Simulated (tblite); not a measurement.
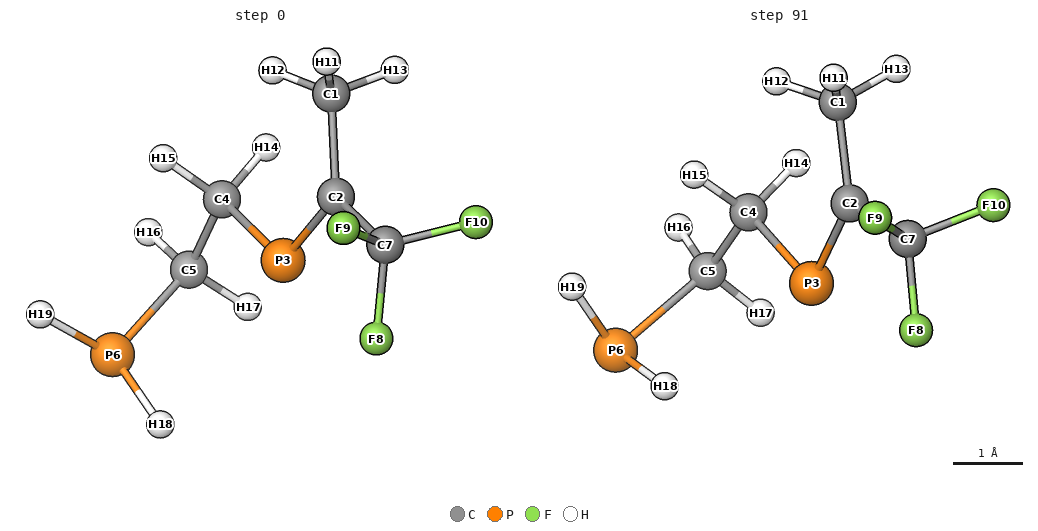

The structure of C5H9F3P2 before (left) and after (right) a relaxation, at one scale.

The picture is a ball-and-stick view, seen from a free direction.

All numbers below come from tblite 0.8.0, GFN2-xTB geometry optimisation, gas phase. 

Question: What changed between the two?

Answer: After 91 geometry steps the energy has fallen by 150.8 kJ/mol. The largest move after the best rigid fit is that of H18, 0.61 Å. By element the largest moves are H 0.61 Å, P 0.36 Å, F 0.34 Å, C 0.25 Å. Some distances before and after: P3–P6 3.275 → 3.524 Å, P6–H19 1.461 → 1.399 Å, C7–F9 1.404 → 1.348 Å, P6–H18 1.453 → 1.398 Å. Among the angles between lasting bonds that change: H18–P6–H19 110.0° → 91.7°, C5–P6–H18 113.2° → 95.3°, C2–P3–C4 117.5° → 101.6°.
